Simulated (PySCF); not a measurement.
# Cl4SW ([WSCl4]-): the cost of one run

Computed with PySCF 2.14.0 and routines of our own; the level stands in each step. Atoms count from 0.

## Step 1: The system as given

6 atoms, charge -1, multiplicity 2; geometry from: GFN2-xTB.

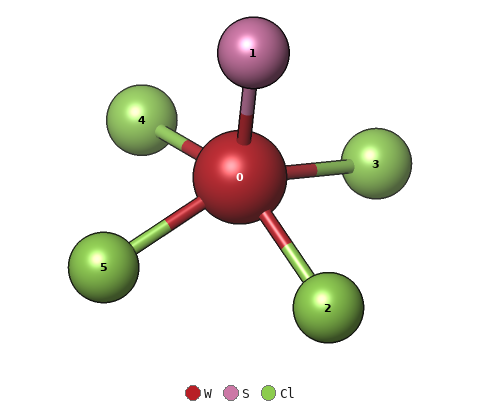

The starting geometry (tungsten red, sulfur pink, chlorine green); sticks join atoms by distance alone.

## Step 2: Relaxing the molecule at PBE0-D3(BJ)/def2-SVP

The job: settings as JSON, then the geometry in Å.

```
{"job": {"xc": "PBE0", "basis": "def2-SVP", "d3": "d3bj", "grid": 1, "maxiter": 30, "shake": 0.03, "kind": "geom"}, "charge": -1, "multiplicity": 2}
W      0.061330    -0.076990     0.131420
S     -0.013890    -0.021290     2.297230
Cl     2.161190     0.006190    -0.635180
Cl     0.086310     2.230630    -0.607950
Cl    -2.232020    -0.028360    -0.635000
Cl     0.000200    -2.206200    -0.619810
```

Launch:

```
> OMP_NUM_THREADS=1 python heavy_run.py task.json out
```

This one command runs all jobs of the session in turn.

**Question.** How long does this first job take on 1 thread of Arm Neoverse V2, shared host, and how much memory does it need?

About 2.8 min, with a peak of 0.54 GiB.
